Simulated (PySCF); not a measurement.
# C3H12Ge2O: the cost of one run

Programs: PySCF 2.14.0, with density-fitted response routines of our own. Each step states its level of theory. These are calculated values for one molecule in the gas phase, unless marked as measured. Atoms are numbered from 0 throughout.

**1. Starting geometry**

18 atoms, charge 0, multiplicity 1; geometry from: GFN2-xTB.

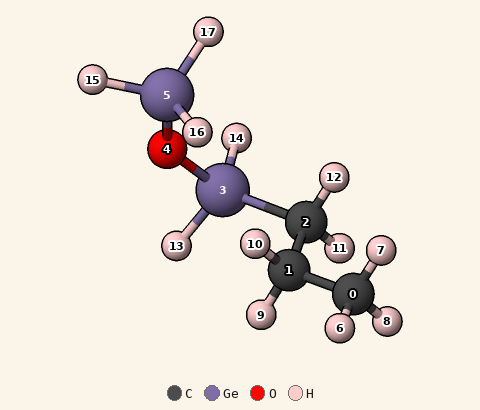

As it starts; carbon dark grey, germanium purple, oxygen red, hydrogen pink, atoms numbered; sticks join atoms by distance.

**2. Optimising the geometry at PBE0-D3(BJ)/def2-SVP**

What the job is given:

```
{"job": {"xc": "PBE0", "basis": "def2-SVP", "d3": "d3bj", "grid": 1, "kind": "geom"}, "charge": 0, "multiplicity": 1}
C     -2.373130    -1.239852    -0.231170
C     -1.323337    -0.157384    -0.013899
C     -0.689549     0.292424    -1.325754
Ge     0.692575     1.685318    -1.046334
O      1.931297     1.088233     0.052477
Ge     2.828212    -0.337497     0.458242
H     -2.809502    -1.543560     0.717716
H     -1.928705    -2.115326    -0.700585
H     -3.170665    -0.874788    -0.875645
H     -1.783702     0.703437     0.479614
H     -0.543096    -0.538941     0.652115
H     -1.458589     0.684469    -1.993620
H     -0.229777    -0.562214    -1.829638
H      0.229707     2.914745    -0.305770
H      1.424015     2.094104    -2.309428
H      3.835394     0.163527     1.442427
H      1.895229    -1.347356     1.067990
H      3.464863    -0.903023    -0.779915
```

Command:

```bash
> OMP_NUM_THREADS=1 python probes_run.py task.json out
```

This one command runs all jobs of the session in turn.

**Question.** How long does this first job take on 1 thread of Arm Neoverse V1, shared host, and how much memory does it need?

About 5.5 min, with a peak of 0.79 GiB.
